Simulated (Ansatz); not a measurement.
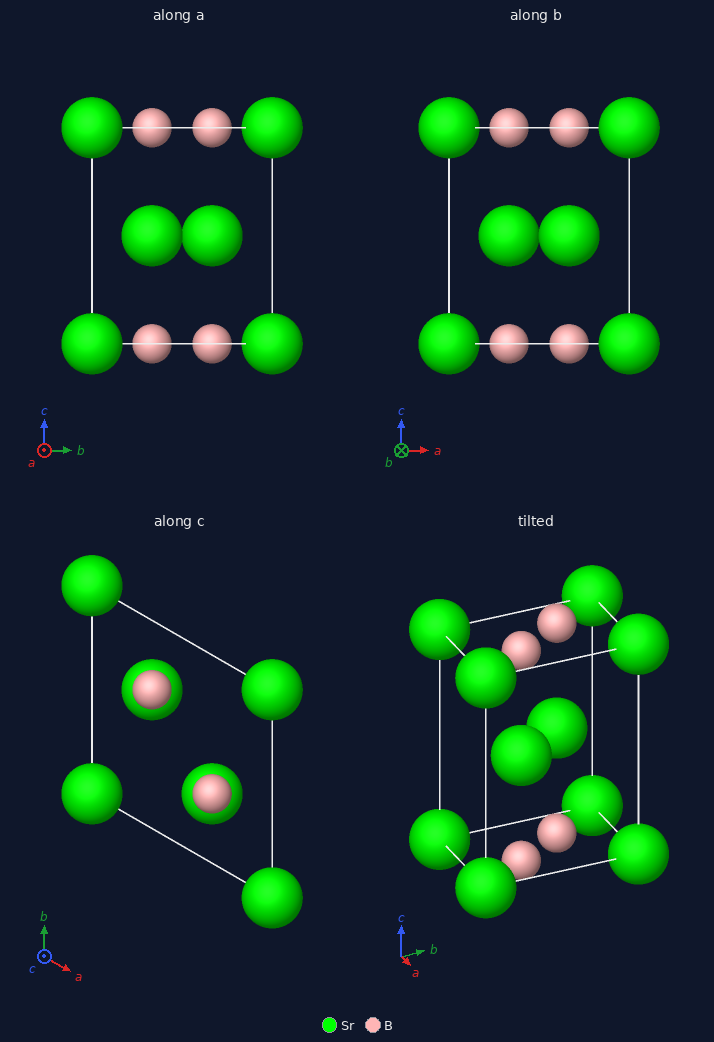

The image is a spheres-only drawing of a crystal, viewed along the a axis, along the b axis, along the c axis and slightly off an axis. The edges of the conventional unit cell are marked.

Lattice parameters: a = 5.404 Å, b = 5.404 Å, c = 5.610 Å, α = 90.00°, β = 90.00°, γ = 120.00°.

### Write down what is shown as a table of Wyckoff sites.

Space group P6/mmm (No. 191).
| atom | site | x | y | z |
| --- | --- | --- | --- | --- |
| Sr | 2d | 0.3333 | 0.6667 | 0.5000 |
| Sr | 1a | 0.0000 | 0.0000 | 0.0000 |
| B | 2c | 0.3333 | 0.6667 | 0.0000 |

The initial geometry was a random cell made by a generator, so it need not be a real form of the compound. Earlier steps of the study may have refined or changed the cell and positions. It was run through Ansatz as a DFT input.
